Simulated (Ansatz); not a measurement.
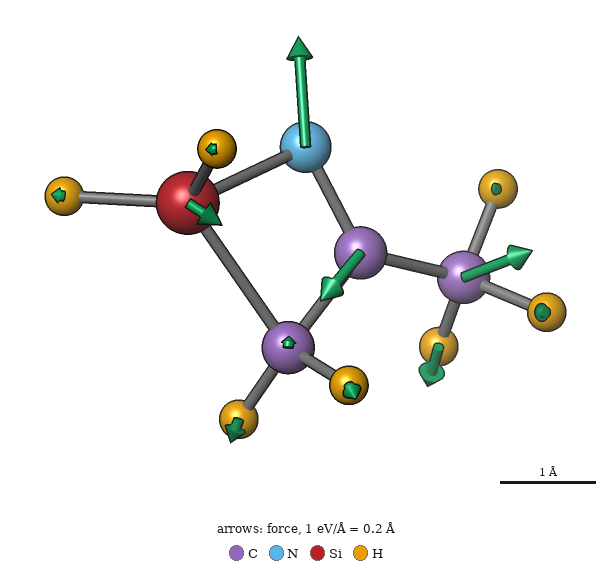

Starting geometry of C$_{3}$H$_{7}$NSi with the computed forces as green arrows. A ball-and-stick model, seen from a free direction.

The run prepares an end point of a later path (hydrogen shift) calculation, from a guessed geometry.

These are results of RKS LDA/STO-3G in Ansatz 0.2.0, not measurements.

The input:
```yaml
crystal:
  periodic: [false, false, false]
  atoms:
    - { symbol: C, position_ang: [-1.5776, -0.5729, 0.8464] }
    - { symbol: C, position_ang: [-0.3122, -0.0514, 0.3605] }
    - { symbol: "N", position_ang: [0.5767, 0.5548, 1.0423] }
    - { symbol: Si, position_ang: [1.8039, 0.7325, -0.2646] }
    - { symbol: C, position_ang: [0.306, -0.143, -1.063] }
    - { symbol: H, position_ang: [-1.7517, -0.2918, 1.8962] }
    - { symbol: H, position_ang: [-2.389, -0.0293, 0.2694] }
    - { symbol: H, position_ang: [-1.656, -1.5901, 0.6707] }
    - { symbol: H, position_ang: [2.9415, -0.0859, 0.0161] }
    - { symbol: H, position_ang: [1.9088, 2.1506, -0.5912] }
    - { symbol: H, position_ang: [-0.2636, 0.4232, -1.7791] }
    - { symbol: H, position_ang: [0.4902, -1.1517, -1.3697] }
basis:
  gaussian: { orbitals: STO-3G }
hamiltonian:
  xc: lda
relax:
  f_tol: 0.02
  max_steps: 50
```

Command:
```bash
ansatz run input.yaml --threads 1 --pin off --max-ram 2048MiB --backend cpu --events-out ev --progress --plain --runs-dir out
```

Question: What follows when this structure is relaxed?

Answer: It isn't relaxed: the largest force vector, on N3, is 6.03 eV/Å. The final displacements follow the starting forces only in part (cosine between the two patterns 0.53). Over 6 geometry steps the energy falls by 0.810 eV. Largest force component: 5.4 eV/Å at the start, 0.0014 eV/Å at the end. The atom that moves furthest after the best rigid fit is N3 (0.17 Å). Largest moves by element: N 0.17 Å, H 0.16 Å, C 0.06 Å, Si 0.06 Å. Near-neighbour distances that change, for instance: C1–H8 1.035 → 1.104 Å, C2–N3 1.274 → 1.339 Å, C1–C2 1.452 → 1.516 Å, N3–Si4 1.802 → 1.862 Å. Among the angles between lasting bonds that change: H9–Si4–H10 122.9° → 110.2°, C2–N3–Si4 97.7° → 88.1°, N3–Si4–H10 107.9° → 115.1°. The run took 13 s on 1 thread of AMD EPYC 7B13 (Zen 3), with other jobs on the host, peak memory 0.14 GiB.

Limits of the set-up: STO-3G is a minimal basis, so the numbers are rough.
